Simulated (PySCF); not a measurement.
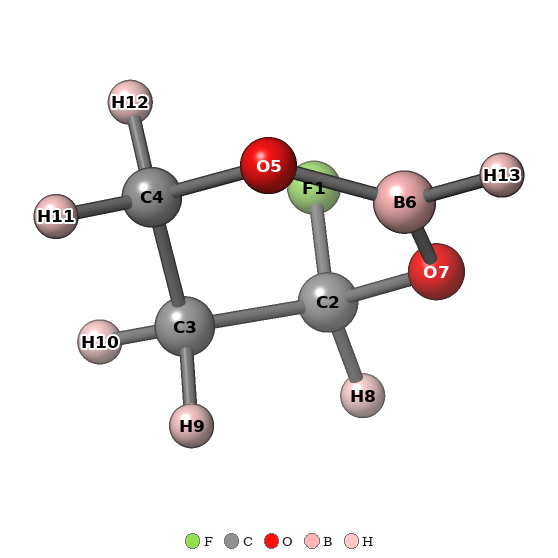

Distant atoms are faded towards the background colour. The geometry was computed by an optimisation with PBE0-D3(BJ)/def2-SVP. No frequency run is at hand to confirm it as a minimum.

### How is the 6-membered ring C2–C3–C4–O5–B6–O7 puckered?

It is an envelope (sofa) (Cremer–Pople θ = 53°, folded into 0 to 90°). The Cremer–Pople amplitude Q is 0.47 Å.

### Give the torsion angles round the ring, beginning with the bond from its second to its third atom.

−52°, 27°, −1°, 2°, −30°, 54°.
